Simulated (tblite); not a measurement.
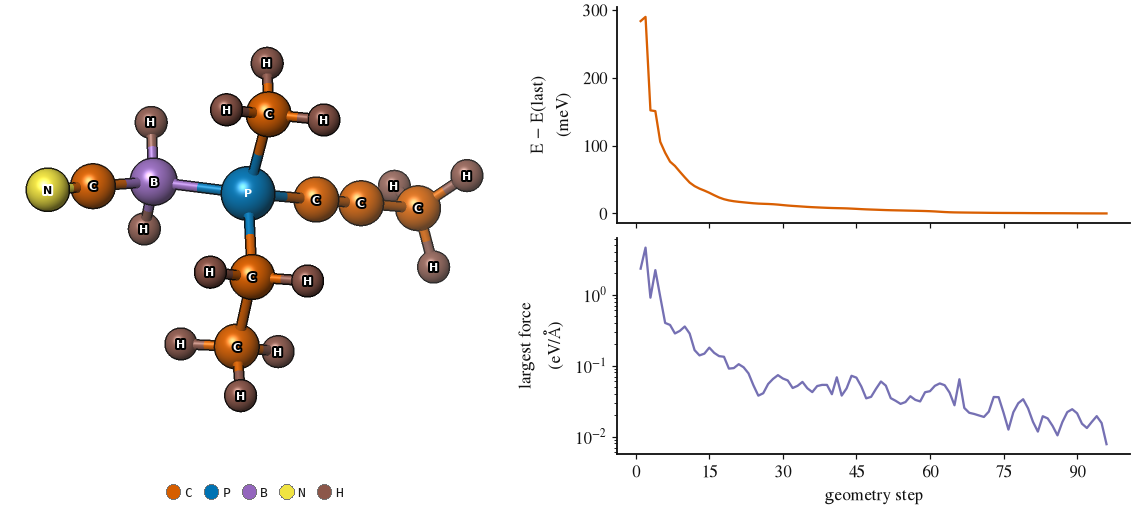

Beside the plot: the molecule at the start.

History of a geometry optimisation.

System: C$_{7}$H$_{13}$BNP (SMILES CC#C[P@@+](C)([BH2-]C#N)CC).
Method: GFN2-xTB geometry optimisation, gas phase in tblite.

**How did the optimisation end?**

The optimisation met its thresholds at geometry 96, counting the start as the first. The energy fell by about 280 meV from the first step to the last, with a rise at step 2. The largest force goes from about 2.3 eV/Å at the start to 8 × 10⁻³ eV/Å at the end, with a peak of 4.6 eV/Å at step 2.
